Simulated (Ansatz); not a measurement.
**CAM-B3LYP/STO-3G run of InF (SMILES [F][In])**

What is the vertical singlet–triplet gap of InF at CAM-B3LYP/STO-3G? 

The results are computed with Ansatz 0.2.0.

45 further runs of the same task are left out: 5 that didn't finish, 40 set aside as unsound or not needed.

**1. The molecule**

InF: 2 atoms, total charge 0, spin state singlet. As SMILES, `[F][In]`. Geometry: a GFN2-xTB relaxation, a rough one for these elements and not checked as a minimum.

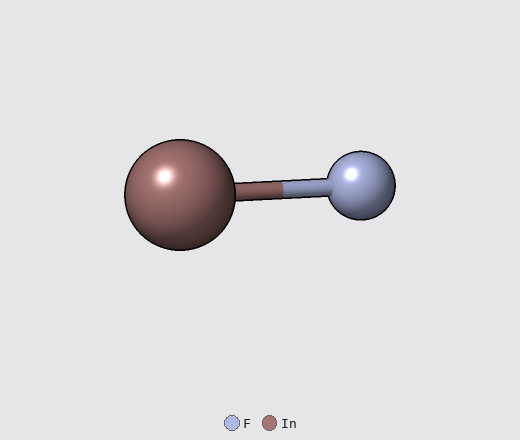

Viewed from a chosen angle; fluorine light blue, indium brown.

**2. The energy at CAM-B3LYP/STO-3G**

run.yaml

```yaml
crystal:
  periodic: [false, false, false]
  atoms:
    - {symbol: F, position_ang: [0.000000, 0.000000, 0.000000]}
    - {symbol: In, position_ang: [0.000000, 0.000000, 2.025490]}
basis:
  gaussian:
    orbitals: STO-3G
hamiltonian:
  xc: {name: CAM-B3LYP}
accuracy: high
```

Command:

```sh
ansatz run run.yaml --threads 1 --pin off --max-ram 2610MiB --events-out events.jsonl --progress --plain --runs-dir runs
```

The log of the run:

```text
Warning: RAYON_NUM_THREADS=1 ignored (pool sized by the plan → 1); use --threads N
Functional definition: CAM-B3LYP
  name "CAM-B3LYP"
  parameter alpha = 0.19
  parameter beta = 0.46
  parameter omega = 0.33/bohr
  parameter ac = 0.81
  exchange = (1 - alpha - beta)*b88_x + beta*b88_x_sr(omega) + alpha*exact_x + beta*exact_x_lr(omega)
  correlation = (1 - ac)*vwn5_c + ac*lyp_c
564 factors; integrals over basis functions are off by at most 4.4e-9 eV
118 factors; integrals over basis functions are off by at most 8.0e-10 eV
mean field evaluation 1: about -157370.2378 eV, gradient 1.9e1 eV
mean field evaluation 2: about -157336.2499 eV, gradient 1.3e2 eV
mean field evaluation 4: about -157372.7188 eV, gradient 7.9e-1 eV
mean field evaluation 8: about -157372.7122 eV, gradient 7.5e-2 eV
mean field evaluation 16: about -157372.7122 eV, gradient 3.7e-6 eV
mean field -157372.71222974 eV, -5783.3405033875 hartree, gradient 3.0e-8 eV, S^2 0.000000; 0 other end points of the search recorded, 0 dependent functions left out
reference -157372.71224049 eV, -5783.3405037825 hartree; 29, 29 occupied and 3, 3 virtual orbitals, 564 factors
Total energy: -157372.71224049 eV, -5783.3405037825 hartree
```

It took 1.4 s on 1 thread of Arm Neoverse V2, shared host; peak memory 0.11 GiB.

**3. The triplet at the same level**

Edit run.yaml of step 2 so:

```diff
@@ -8,2 +8,5 @@
     orbitals: STO-3G
+magnetization:
+  spin_polarized: true
+  initial_magnetization: 2
 hamiltonian:
```

Command:

```sh
ansatz run run.yaml --threads 1 --pin off --max-ram 2610MiB --events-out events.jsonl --progress --plain --runs-dir runs
```

The log of the run:

```text
Warning: RAYON_NUM_THREADS=1 ignored (pool sized by the plan → 1); use --threads N
Functional definition: CAM-B3LYP
  name "CAM-B3LYP"
  parameter alpha = 0.19
  parameter beta = 0.46
  parameter omega = 0.33/bohr
  parameter ac = 0.81
  exchange = (1 - alpha - beta)*b88_x + beta*b88_x_sr(omega) + alpha*exact_x + beta*exact_x_lr(omega)
  correlation = (1 - ac)*vwn5_c + ac*lyp_c
564 factors; integrals over basis functions are off by at most 4.4e-9 eV
118 factors; integrals over basis functions are off by at most 8.0e-10 eV
mean field evaluation 1: about -157368.7317 eV, gradient 8.8e0 eV
mean field evaluation 2: about -157367.4329 eV, gradient 1.7e1 eV
mean field evaluation 4: about -157369.7358 eV, gradient 6.1e-1 eV
mean field evaluation 8: about -157369.7392 eV, gradient 2.1e-2 eV
mean field evaluation 16: about -157369.7392 eV, gradient 9.8e-6 eV
mean field -157369.73924207 eV, -5783.2312481055 hartree, gradient 1.1e-8 eV, S^2 2.005578; 2 other end points of the search recorded, 0 dependent functions left out
reference -157369.73925297 eV, -5783.2312485063 hartree; 30, 28 occupied and 2, 4 virtual orbitals, 564 factors
Total energy: -157369.73925297 eV, -5783.2312485063 hartree
```

It took 2.9 s on 1 thread of Arm Neoverse V2, shared host; peak memory 0.15 GiB.

**4. What came out**

At CAM-B3LYP/STO-3G:

| quantity | value |
| --- | --- |
| singlet: total energy | -5783.34050 Eh |
| triplet: total energy | -5783.23125 Eh |
| triplet: ⟨S²⟩ | 2.006 |
| vertical energy of the triplet above the singlet | 2.973 eV |

At this shape the triplet lies 2.97 eV (287 kJ/mol) above the singlet. In a minimal basis such a difference can be off by several eV, whatever the method. Relativity is left out (singlet) although the molecule holds a heavy atom. Relativity is left out (triplet) although the molecule holds a heavy atom.
